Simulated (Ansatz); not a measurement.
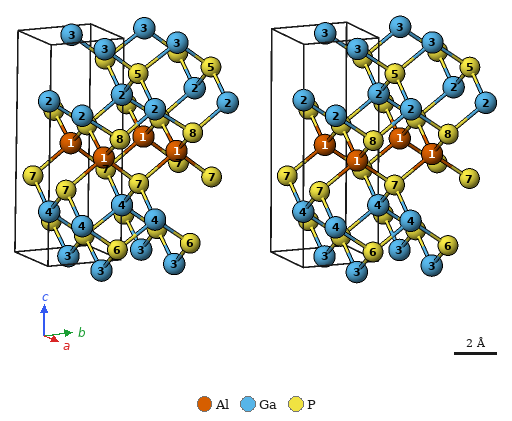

Two geometries of crystalline AlGa3P4 (a generated structure, set up in P1) (coarse preliminary run), drawn at one scale. One is the start of a relaxation, the other its converged end. The picture is a ball-and-stick view of the cell of the calculation, repeated 2 × 2 × 1 with one cell outlined, seen slightly off an axis.

The calculation used DFT PBE, scalar-relativistic, plane waves, PAW in Ansatz. (plane-wave cutoff 420 eV; k-point mesh 4 × 4 × 2; occupations gaussian; smearing width 0.1 eV; no spin polarisation; cell and atoms relaxed; force threshold 0.025 eV/Å; at most 60 steps)

> Which of the two is the end point?

The right one is the relaxed one. After 3 accepted moves (4 points after the start) the energy has fallen by 88.8 meV per atom. Largest force component: 2.2 eV/Å at the start, 0.0051 eV/Å at the end. Pressure: 3.28 GPa at the start and 0.02 GPa at the end. At 1 point the geometry stayed and the basis and grid were re-selected for the new cell (energy shift of 0.1 meV per atom at most each time). The largest move relative to the cell is that of P5, 0.16 Å along [−1 2 0]. Largest moves by element: P 0.16 Å, Al 0.12 Å, Ga 0.10 Å. The drawn cell changes as follows: a 3.979 → 3.912 Å (−1.7 %), b 3.792 → 3.911 Å (+3.1 %), c 10.879 → 10.929 Å (+0.5 %), α 89.5° → 90.0°, β 88.0° → 90.0°, γ 89.7° → 90.0°; the volume changes by +1.9 %. Near-neighbour distances that change, for instance: Ga2–P5 2.605 → 2.386 Å, Ga3–P5 2.175 → 2.385 Å, Ga4–P7 2.581 → 2.390 Å, Ga4–P6 2.224 → 2.386 Å. Among the angles between lasting bonds that change: Ga2–P5–Ga3 115.1° → 109.1°, P8–Al1–P8 115.9° → 110.4°, Al1–P8–Al1 115.9° → 110.4°. The space group (tolerance 0.01 Å) goes from P1 (No. 1) to P-4m2 (No. 115).
